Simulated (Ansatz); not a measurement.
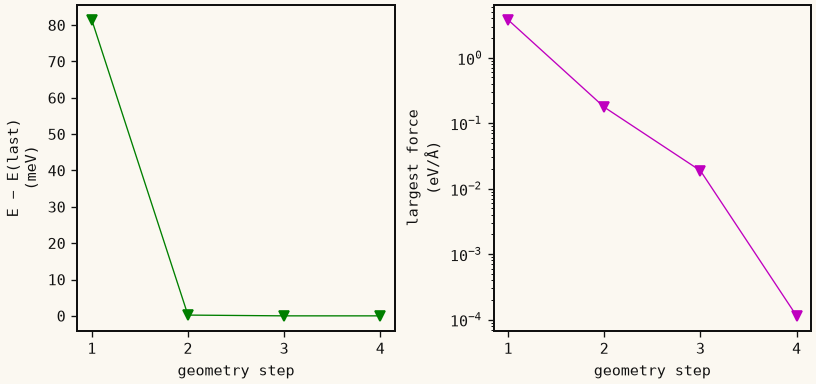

History of a geometry optimisation.

System: HF.
Method: Ansatz, HF/def2-SVP, Gaussian basis.

Question: How did the optimisation end?

Answer: The optimisation met its thresholds at geometry 4, counting the start as the first. The energy fell by about 81 meV from the first step to the last. The largest force goes from about 3.8 eV/Å at the start to 1.1 × 10⁻⁴ eV/Å at the end.
